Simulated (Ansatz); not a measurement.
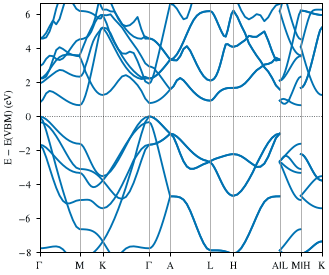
*Band structure from plane-wave PAW r²SCAN (Ansatz code)*

Task: Read off the gap and where the band edges lie.

Result: About 0.7 eV (0.66 eV by a search for the band edges); maximum at Γ, minimum at M.

The material is SiGe (wurtzite, P6_3mc).

The cell is a constructed one: a structure type filled with these elements; the Crystallography Open Database copy checked does not list it. Its standing as an ambient phase is unchecked. Symmetry was held in the r²SCAN relaxation; its stability against distortions is not shown here. Spin–orbit coupling is left out wherever it is not named.

Potentials: the later of the program's two PAW sets.
